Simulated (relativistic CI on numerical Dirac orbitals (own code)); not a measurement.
# S⁺: one ion under different settings

Aim: see what numerical and physical settings do to the SCF, the total energy and the lowest levels of S⁺.

The numbers are computed with relativistic CI on numerical Dirac orbitals (own code) version 3 (Dirac-Coulomb-Breit CI, KLI orbitals optimised for each configuration, model QED (radiative potential, 1s self-energy scaled to tabulated hydrogen-like ionisation energies), numerical settings as typed), except any that are marked as measured or tabulated.

## 1. The system

```
ion            : S⁺ (S II)
nuclear charge : 16
electrons      : 15
isotope        : A = 32
```

## 2. The usual input

Input settings:

```ini
atom S  Z=16  charge=1  electrons=15
nucleus A=32  rms_radius_fm=3.2611
hamiltonian dirac-coulomb  breit=on  qed=on  c_scale=1
orbitals kli  potential=per-configuration
slater_scale 1
correlation none
mixing on
grid step=0.0125 r_max=51.4
scf mixing=0.4 start=green max_iterations=150 tolerance=2e-08 node_fill=0.05
configurations
  [Ne] 3s2 3p3
  [Ne] 3s 3p4
  [Ne] 3s2 3p2 3d
  [Ne] 3p5
  [Ne] 3s2 3p 3d2
end
```

On the command line:

```
python run_levels.py task.json out
```

The settings of every run stand in task.json; they run in order.

## 3. Start potential thomas-fermi

Changes to the settings of step 2:

```diff
@@ -8,3 +8,3 @@
 grid step=0.0125 r_max=51.4
-scf mixing=0.4 start=green max_iterations=150 tolerance=2e-08 node_fill=0.05
+scf mixing=0.4 start=thomas-fermi max_iterations=150 tolerance=2e-08 node_fill=0.05
 configurations
```

## 4. Nuclear radius 3.5872

Input settings:

```ini
atom S  Z=16  charge=1  electrons=15
nucleus A=32  rms_radius_fm=3.5872
hamiltonian dirac-coulomb  breit=on  qed=on  c_scale=1
orbitals kli  potential=per-configuration
slater_scale 1
correlation none
mixing on
grid step=0.0125 r_max=51.4
scf mixing=0.4 start=green max_iterations=150 tolerance=2e-08 node_fill=0.05
configurations
  [Ne] 3s2 3p3
  [Ne] 3s 3p4
  [Ne] 3s2 3p2 3d
  [Ne] 3p5
  [Ne] 3s2 3p 3d2
end
```

## 5. Start potential bare, speed-of-light factor 0.8

Input settings:

```ini
atom S  Z=16  charge=1  electrons=15
nucleus A=32  rms_radius_fm=3.2611
hamiltonian dirac-coulomb  breit=on  qed=on  c_scale=0.8
orbitals kli  potential=per-configuration
slater_scale 1
correlation none
mixing on
grid step=0.0125 r_max=51.4
scf mixing=0.4 start=bare max_iterations=150 tolerance=2e-08 node_fill=0.05
configurations
  [Ne] 3s2 3p3
  [Ne] 3s 3p4
  [Ne] 3s2 3p2 3d
  [Ne] 3p5
  [Ne] 3s2 3p 3d2
end
```

## 6. Potential mixing 0.9, QED terms off, start potential bare

Input settings:

```ini
atom S  Z=16  charge=1  electrons=15
nucleus A=32  rms_radius_fm=3.2611
hamiltonian dirac-coulomb  breit=on  qed=off  c_scale=1
orbitals kli  potential=per-configuration
slater_scale 1
correlation none
mixing on
grid step=0.0125 r_max=51.4
scf mixing=0.9 start=bare max_iterations=150 tolerance=2e-08 node_fill=0.05
configurations
  [Ne] 3s2 3p3
  [Ne] 3s 3p4
  [Ne] 3s2 3p2 3d
  [Ne] 3p5
  [Ne] 3s2 3p 3d2
end
```

## 7. Tolerance 1e-14

Input settings:

```ini
atom S  Z=16  charge=1  electrons=15
nucleus A=32  rms_radius_fm=3.2611
hamiltonian dirac-coulomb  breit=on  qed=on  c_scale=1
orbitals kli  potential=per-configuration
slater_scale 1
correlation none
mixing on
grid step=0.0125 r_max=51.4
scf mixing=0.4 start=green max_iterations=78 tolerance=1e-14 node_fill=0.05
configurations
  [Ne] 3s2 3p3
  [Ne] 3s 3p4
  [Ne] 3s2 3p2 3d
  [Ne] 3p5
  [Ne] 3s2 3p 3d2
end
```

(Steps that only read results are left out.)

**Question.** What will these runs give? Wanted: lowest level, usual settings; total energy; first excitation.

**Answer**, as computed:

| setting | total energy less usual (Ha) | largest shift of a level among the lowest eight of both runs, same label and place (cm⁻¹) | SCF iterations | time | lowest level | kind of change |
| --- | --- | --- | --- | --- | --- | --- |
| usual | 0 | 0 | 52 | 0.14 s | 3p3 4S°3/2 | - |
| start potential thomas-fermi | 0 | 0 | 53 | 0.14 s | 3p3 4S°3/2 | numerical |
| nuclear radius 3.5872 | 6.09e-05 | 0.0417 | 52 | 0.14 s | 3p3 4S°3/2 | unphysical constant |
| start potential bare, speed-of-light factor 0.8 | -0.584 | 712 | 67 | 0.18 s | 3p3 4S°3/2 | unphysical constant |
| potential mixing 0.9, QED terms off, start potential bare | -0.0575 | 38.1 | 53 | 0.14 s | 3p3 4S°3/2 | model term |
| tolerance 1e-14 | 0 | 0 | 97 | 0.17 s | 3p3 4S°3/2 | extreme, harmless here |

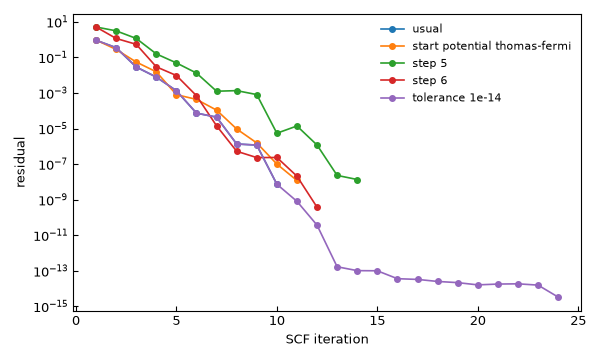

Residual of the first configuration's SCF.

| quantity | value |
| --- | --- |
| lowest level, usual settings | 3p3 4S°3/2 |
| total energy | -398.1536 Ha |
| first excitation | 18774.0 cm⁻¹ |

**Reading.** Among the runs whose levels can be followed, they move most under «start potential bare, speed-of-light factor 0.8» (unphysical constant), by up to 712 cm⁻¹. No visible change in the result comes from «start potential thomas-fermi» or «tolerance 1e-14». «Tolerance 1e-14» costs 97 SCF iterations against 52. Only the listed configurations are in the model. In a near-neutral ion this small CI can misplace whole configurations by 10,000 cm⁻¹ or more.
